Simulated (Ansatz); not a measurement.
Run report: AlH₂Cl₂F, geometry relaxation (part 2 of 2)

The same run, continued: AlH₂Cl₂F; RHF/def2-SVP (Ansatz 0.2.0). It belongs to a series of runs on one base structure; here: end point A relaxed.

Geometry of the input (Å):
```
Al 0.0068  0.2158  -0.1270
H  0.0172  0.2047  1.4342
Cl 1.8046  0.3374  -1.1840
Cl -1.8072  0.2709  -1.1619
F  0.0577  -2.3109  1.2598
H  0.0487  -1.6165  1.8509
```

```
mean field -34319.87978082 eV, -1261.2323190950 hartree, gradient 2.2e-5 eV, S^2 0.000000; 1 other end points of the search recorded, 0 dependent functions left out
the calculation of the forces begins
reference -34319.87978082 eV, -1261.2323190950 hartree; 29, 29 occupied and 49, 49 virtual orbitals, 762 factors
Total energy: -34319.87978082 eV, -1261.2323190950 hartree
Atom 0 at     0.009395     0.099976     0.070273 Å, force     0.000054    -0.001374    -0.000362 eV/Å
Atom 1 at     0.006866     0.721381     1.507671 Å, force    -0.000001     0.000552    -0.000850 eV/Å
Atom 2 at     1.809662     0.066542    -1.032896 Å, force    -0.001113     0.000161     0.000909 eV/Å
Atom 3 at    -1.801240     0.003313    -1.011984 Å, force     0.001105     0.000158     0.000901 eV/Å
Atom 4 at     0.047678    -1.836224     0.816827 Å, force     0.000034    -0.000137     0.006974 eV/Å
Atom 5 at     0.055440    -1.953488     1.722109 Å, force    -0.000080     0.000641    -0.007572 eV/Å
Dipole moment:     0.014240    -0.517954     0.860309 e Å
```

### Trajectory as extended XYZ (Å, eV, eV/Å), 12 frames, from step=1 to step=12
```
6
Properties=species:S:1:pos:R:3:forces:R:3 step=1 energy=-34319.49222
Al    0.0068    0.2158   -0.1270    0.0048  -0.1905   0.0795
H     0.0172    0.2047    1.4342   -0.0061   0.2610  -0.0333
Cl    1.8046    0.3374   -1.1840    0.0163   0.0011  -0.0043
Cl   -1.8072    0.2709   -1.1619   -0.0162   0.0009  -0.0031
F     0.0577   -2.3109    1.2598   -0.0069   0.4102   0.0744
H     0.0487   -1.6165    1.8509    0.0081  -0.4827  -0.1133
6
Properties=species:S:1:pos:R:3:forces:R:3 step=2 energy=-34319.47734 accepted=F
Al    0.0072    0.1983   -0.1298    0.0050  -0.1703   0.3878
H     0.0146    0.3260    1.4302   -0.0040   0.2044  -0.0842
Cl    1.8053    0.3187   -1.1884    0.0607  -0.0493  -0.0601
Cl   -1.8071    0.2525   -1.1660   -0.0599  -0.0508  -0.0596
F     0.0556   -2.2332    1.1409   -0.0149   1.7897   2.7232
H     0.0522   -1.7608    1.9850    0.0131  -1.7237  -2.9071
6
Properties=species:S:1:pos:R:3:forces:R:3 step=3 energy=-34319.54793
Al    0.0076    0.1797   -0.1216    0.0019  -0.0436   0.2427
H     0.0152    0.2997    1.4382   -0.0028   0.1306  -0.0631
Cl    1.8043    0.3242   -1.1802    0.0401  -0.0704  -0.0333
Cl   -1.8062    0.2579   -1.1579   -0.0379  -0.0712  -0.0328
F     0.0564   -2.2659    1.1835   -0.0118   0.9280   0.7147
H     0.0505   -1.6940    1.9101    0.0106  -0.8733  -0.8281
6
Properties=species:S:1:pos:R:3:forces:R:3 step=4 energy=-34319.59095
Al    0.0079    0.1642   -0.1068    0.0031  -0.0939   0.2961
H     0.0147    0.3308    1.4471   -0.0039   0.1962  -0.0399
Cl    1.8029    0.3010   -1.1735    0.0442  -0.0784  -0.0344
Cl   -1.8039    0.2349   -1.1512   -0.0419  -0.0793  -0.0339
F     0.0549   -2.1916    1.1236   -0.0089   0.8110   0.9158
H     0.0514   -1.7378    1.9328    0.0073  -0.7556  -1.1037
6
Properties=species:S:1:pos:R:3:forces:R:3 step=5 energy=-34319.65747
Al    0.0077    0.1492   -0.0630    0.0015  -0.1132   0.0167
H     0.0130    0.4237    1.4709   -0.0038   0.0964   0.0498
Cl    1.8056    0.2492   -1.1459   -0.0550  -0.0873   0.0437
Cl   -1.8051    0.1846   -1.1253    0.0611  -0.0846   0.0466
F     0.0536   -2.1498    1.0525   -0.0072   0.6652   0.4333
H     0.0530   -1.7554    1.8828    0.0034  -0.4765  -0.5900
6
Properties=species:S:1:pos:R:3:forces:R:3 step=6 energy=-34319.77090
Al    0.0084    0.1062   -0.0070    0.0070  -0.2508   0.0393
H     0.0116    0.4842    1.5076   -0.0057   0.1773   0.0337
Cl    1.8040    0.1747   -1.1089   -0.0680  -0.0622   0.0704
Cl   -1.8008    0.1118   -1.0887    0.0721  -0.0599   0.0727
F     0.0516   -1.9952    0.9342   -0.0067   0.5413   0.7019
H     0.0529   -1.7802    1.8348    0.0013  -0.3457  -0.9180
6
Properties=species:S:1:pos:R:3:forces:R:3 step=7 energy=-34319.84712
Al    0.0103    0.0357    0.0599   -0.0039   0.2408   0.0404
H     0.0090    0.5818    1.5374   -0.0007   0.0549  -0.0846
Cl    1.7989    0.0958   -1.0574    0.0375  -0.0415   0.0187
Cl   -1.7919    0.0339   -1.0369   -0.0361  -0.0436   0.0187
F     0.0478   -1.8391    0.8177    0.0094  -0.0915   1.1630
H     0.0537   -1.8067    1.7512   -0.0062  -0.1190  -1.1562
6
Properties=species:S:1:pos:R:3:forces:R:3 step=8 energy=-34319.86250
Al    0.0093    0.1101    0.0806    0.0043  -0.1930  -0.0656
H     0.0089    0.6687    1.5444   -0.0032   0.0861  -0.0309
Cl    1.8056    0.0344   -1.0212    0.0651   0.1158  -0.0312
Cl   -1.7956   -0.0303   -1.0004   -0.0711   0.1157  -0.0309
F     0.0460   -1.8219    0.7766    0.0047  -0.0192   0.3490
H     0.0536   -1.8595    1.6920    0.0003  -0.1053  -0.1904
6
Properties=species:S:1:pos:R:3:forces:R:3 step=9 energy=-34319.87888
Al    0.0092    0.1048    0.0740    0.0003  -0.0090  -0.0425
H     0.0069    0.7409    1.4990   -0.0009   0.0220   0.0758
Cl    1.8053    0.0666   -1.0328    0.0370  -0.0067  -0.0117
Cl   -1.7968    0.0030   -1.0123   -0.0369  -0.0069  -0.0108
F     0.0468   -1.8307    0.8215    0.0018  -0.0387   0.0657
H     0.0564   -1.9832    1.7225   -0.0012   0.0393  -0.0764
6
Properties=species:S:1:pos:R:3:forces:R:3 step=10 energy=-34319.87943
Al    0.0094    0.0989    0.0718   -0.0002   0.0258   0.0364
H     0.0068    0.7313    1.5073    0.0005  -0.0409  -0.0294
Cl    1.8081    0.0660   -1.0313    0.0228  -0.0045  -0.0097
Cl   -1.7996    0.0027   -1.0104   -0.0227  -0.0052  -0.0094
F     0.0477   -1.8421    0.8148   -0.0008   0.0417  -0.0245
H     0.0554   -1.9552    1.7199    0.0005  -0.0169   0.0367
6
Properties=species:S:1:pos:R:3:forces:R:3 step=11 energy=-34319.87963
Al    0.0094    0.1002    0.0676   -0.0002  -0.0035   0.0350
H     0.0068    0.7139    1.5098    0.0002   0.0110  -0.0238
Cl    1.8109    0.0667   -1.0337   -0.0071   0.0032  -0.0007
Cl   -1.8025    0.0036   -1.0127    0.0069   0.0032  -0.0012
F     0.0477   -1.8335    0.8180    0.0001  -0.0156  -0.0368
H     0.0555   -1.9494    1.7230    0.0001   0.0018   0.0276
6
Properties=species:S:1:pos:R:3:forces:R:3 step=12 energy=-34319.87978
Al    0.0094    0.1000    0.0703    0.0001  -0.0014  -0.0004
H     0.0069    0.7214    1.5077    0.0000   0.0006  -0.0008
Cl    1.8097    0.0665   -1.0329   -0.0011   0.0002   0.0009
Cl   -1.8012    0.0033   -1.0120    0.0011   0.0002   0.0009
F     0.0477   -1.8362    0.8168    0.0000  -0.0001   0.0070
H     0.0554   -1.9535    1.7221   -0.0001   0.0006  -0.0076
```

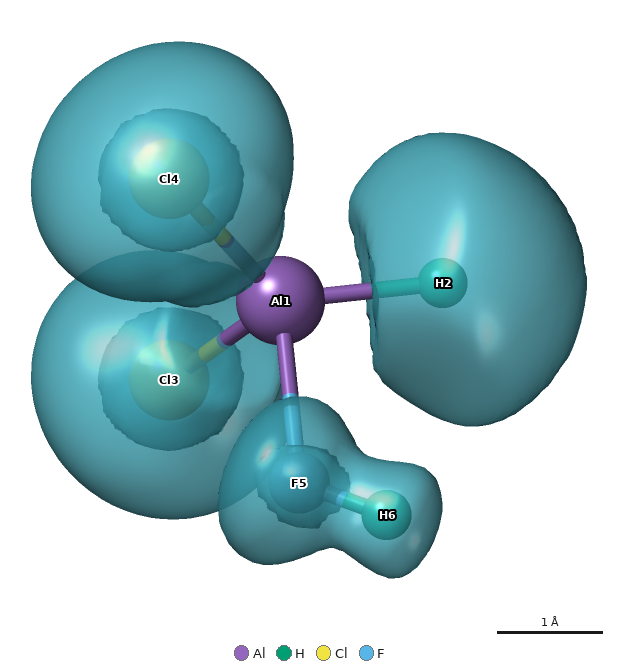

Figure 1. Isosurface of the ELF at 0.75 (cyan), seen at an oblique angle. Core shells and regions of very low density are left out. Values along the shortest contacts: Al–Cl (2.11 Å): the ELF peaks at about 0.90 in the valence shell of Cl, 0.9 Å from its nucleus, and is about 0.85 at the midpoint.

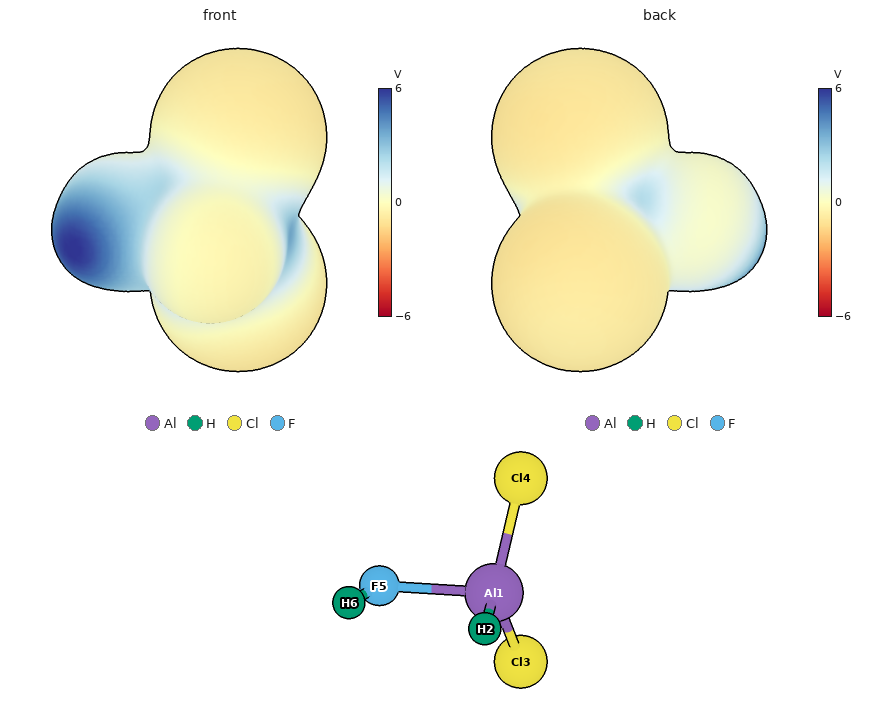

Figure 2. The electrostatic potential painted on the density surface at 0.002 e/bohr³, seen at a tilt and from behind; the colour scale runs from red (negative) to blue (positive). The bare structure is drawn below in the same view.
